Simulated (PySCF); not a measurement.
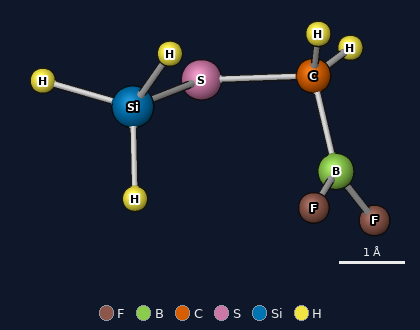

The structure (ball-and-stick view, seen at a tilt). Bond lengths as drawn: B–C 1.56 Å, B–F 1.32 Å, C–H 1.10 Å, C–S 1.85 Å, H–Si 1.49 Å and S–Si 2.16 Å.

Run report: CH5BF2SSi, NMR shielding calculation

CH5BF2SSi, SMILES FB(F)CS[SiH3], computed with GIAO PBE0/cc-pVDZ NMR shielding, non-relativistic, gas phase (PySCF 2.14.0).

The geometry comes from this level: PBE0-D3(BJ)/def2-SVP. Figures and captions count atoms from 1; the log counts them from 0 in places.

**The input**
```
{"job": {"kind": "nmr", "xc": "PBE0", "basis": "cc-pVDZ", "pop": true}, "charge": 0, "multiplicity": 1}
F     -0.934160     1.726523    -0.164025
B     -1.541616     0.576818    -0.414463
F     -2.460264     0.581718    -1.358562
C     -1.131639    -0.715534     0.353726
S      0.340036    -1.330572    -0.579339
Si     1.855908     0.083716     0.009840
H     -0.869485    -0.552234     1.408832
H     -1.878424    -1.517686     0.284475
H      1.724727     0.347801     1.473822
H      1.786041     1.373539    -0.734518
H      3.143295    -0.600503    -0.297471
```

The first line tells a small driver script what to run in PySCF; the rest is the geometry in Å.

Machine: 1 CPU thread, shared host.

Launched with:
```bash
OMP_NUM_THREADS=1 python <driver script> task.json out
```

**Log**
```
coarse grid: 10696 points
cycle   1  E = -952.8744758342  dE =  4.830e-01  |g| = 6.113e-01  |ddm| = 6.008e+00
cycle   2  E = -952.8266905763  dE =  4.779e-02  |g| = 8.405e-01  |ddm| = 1.943e+00
cycle   3  E = -952.9411081029  dE = -1.144e-01  |g| = 4.820e-02  |ddm| = 1.038e+00
cycle   4  E = -952.9415415398  dE = -4.334e-04  |g| = 2.259e-02  |ddm| = 1.246e-01
cycle   5  E = -952.9416754576  dE = -1.339e-04  |g| = 4.808e-03  |ddm| = 4.653e-02
cycle   6  E = -952.9416822713  dE = -6.814e-06  |g| = 1.096e-03  |ddm| = 8.585e-03
final grid: 96160 points
cycle   7  E = -952.9512340747  dE = -2.764e-05  |g| = 7.377e-03  |ddm| = 4.811e-02
cycle   8  E = -952.9512222250  dE =  1.185e-05  |g| = 9.749e-03  |ddm| = 3.113e-02
cycle   9  E = -952.9512491282  dE = -2.690e-05  |g| = 5.293e-04  |ddm| = 1.777e-02
cycle  10  E = -952.9512491970  dE = -6.879e-08  |g| = 1.827e-04  |ddm| = 1.051e-03
cycle  11  E = -952.9512492029  dE = -5.925e-09  |g| = 4.592e-05  |ddm| = 2.915e-04
cycle  12  E = -952.9512492035  dE = -5.696e-10  |g| = 8.714e-06  |ddm| = 8.212e-05
```

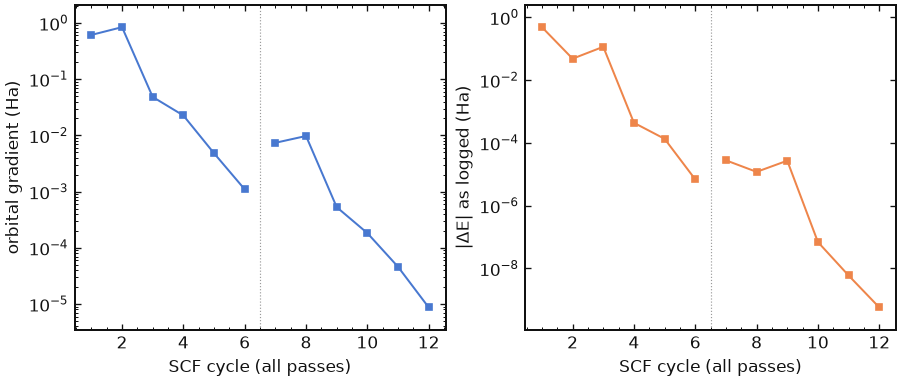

Convergence of the self-consistent field: orbital gradient and size of the energy change against the SCF cycle. The dotted line marks the change from a coarse to the final integration grid. The first 6 cycles use a coarse grid, the final grid takes over at cycle 7, and the field converges after 12 cycles in all.

```
converged SCF energy = -952.9512492035

GIAO shielding tensors (ppm)
atom      isotropic    diamagn.    paramagn.     s11        s22        s33       span
  0 F      271.150     463.847    -192.697    129.125    305.444    378.881    249.756
  1 B       92.735     205.165    -112.429     75.317     98.867    104.022     28.705
  2 F      271.326     458.158    -186.832    126.552    310.172    377.253    250.701
  3 C      184.787     250.812     -66.025    170.039    188.140    196.182     26.143
  4 S      759.532    1058.764    -299.233    625.074    739.915    913.607    288.533
  5 Si     454.932     881.723    -426.791    410.389    442.927    511.480    101.091
  6 H       30.003      32.158      -2.155     25.350     27.845     36.813     11.463
  7 H       29.805      29.977      -0.172     24.642     26.999     37.775     13.133
  8 H       26.875      30.080      -3.205     23.633     24.691     32.301      8.667
  9 H       26.622      29.683      -3.061     22.643     25.228     31.996      9.352
 10 H       26.749      28.610      -1.861     22.985     24.422     32.841      9.856
```

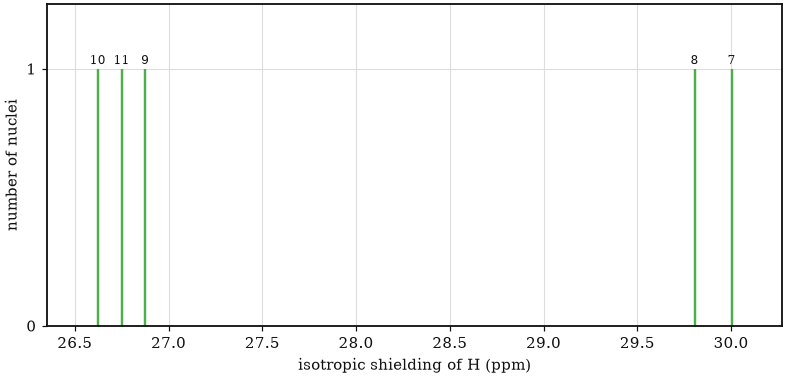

Isotropic shieldings of the hydrogen nuclei in this fixed geometry, labelled by atom number; shielding grows to the right, so chemical shift grows to the left. The least shielded is H10 (26.6 ppm), the most shielded H7 (30.0 ppm).

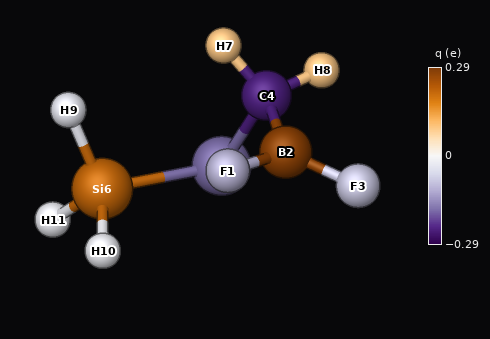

Mulliken charges, as the colour of each atom (ball-and-stick view, seen at a tilt; atoms are numbered from 1 in the order of the input; Mulliken charges depend strongly on the basis). By element: F −0.10 to −0.08, B +0.27, C −0.24, S −0.18, Si +0.21 and H −0.03 to +0.09 e.

**Summary**

```json
{"quantity": "outcome", "value": "converged"}
{"quantity": "total energy", "value": "−952.951249 hartree"}
{"quantity": "HOMO", "value": "−7.13 eV"}
{"quantity": "LUMO", "value": "−0.31 eV"}
{"quantity": "dipole moment", "value": "1.54 D"}
{"quantity": "isotropic shielding, F", "value": "271.1 to 271.3 ppm"}
{"quantity": "isotropic shielding, B", "value": "92.7 ppm"}
{"quantity": "isotropic shielding, C", "value": "184.8 ppm"}
{"quantity": "isotropic shielding, S", "value": "759.5 ppm"}
{"quantity": "isotropic shielding, Si", "value": "454.9 ppm"}
{"quantity": "wall time", "value": "11 s"}
{"quantity": "peak memory", "value": "0.64 GiB"}
```
